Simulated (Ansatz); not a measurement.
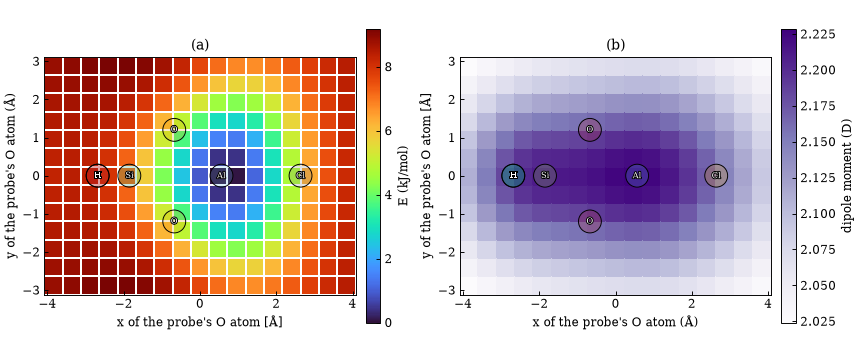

AlClH₂O₂Si (SMILES [Cl][Al]1[O][SiH2][O]1) with the probe H2O. 
- The probe is moved over a plane parallel to the molecule's main plane, 4.32 Å above it.
- The first coordinate is: x of the probe's O atom; the second: y of the probe's O atom.
- Nothing is relaxed (molecule and probe rigid, the probe upright with O nearest the plane).
- The grid has 17 × 13 points; 119 points were computed and 102 follow by symmetry.
- Points are written as (first, second).
- Energies: kJ/mol, counted from the lowest grid point.
- Computed with RHF/def2-SVPD in Ansatz.

Panel (a) is the energy and panel (b) the computed dipole moment on the same grid.

In the figure: one coloured cell a grid point, labelled circles for the molecule's atoms, projected on the plane.

**How does the dipole moment vary over the map, and what is it at the lowest grid point?**

Leaving out the highest fifth of the energies, it runs from 2.04 D at (3.36 Å, −2.88 Å) to 2.23 D at (0.48 Å, 0.00 Å). At the lowest grid point, (0.48 Å, 0.00 Å), it is 2.23 D.

```tsv
y of the probe's O atom ↓, x of the probe's O atom →	−3.36	−2.40	−1.44	−0.48	0.48	1.44	2.40	3.36
2.88	2.04	2.05	2.06	2.07	2.07	2.07	2.06	2.04
2.40	2.06	2.08	2.09	2.10	2.10	2.10	2.08	2.06
1.92	2.08	2.11	2.12	2.13	2.14	2.13	2.11	2.07
1.44	2.10	2.14	2.15	2.16	2.17	2.16	2.13	2.09
0.96	2.13	2.17	2.18	2.19	2.20	2.19	2.15	2.11
0.48	2.14	2.19	2.20	2.21	2.22	2.21	2.17	2.12
0.00	2.15	2.20	2.21	2.22	2.23	2.21	2.17	2.12
−0.48	2.14	2.19	2.20	2.21	2.22	2.21	2.17	2.12
−0.96	2.13	2.17	2.18	2.19	2.20	2.19	2.15	2.11
−1.44	2.10	2.14	2.15	2.16	2.17	2.16	2.13	2.09
−1.92	2.08	2.11	2.12	2.13	2.14	2.13	2.11	2.07
−2.40	2.06	2.08	2.09	2.10	2.10	2.10	2.08	2.06
−2.88	2.04	2.05	2.06	2.07	2.07	2.07	2.06	2.04
```

The table holds every second grid line.
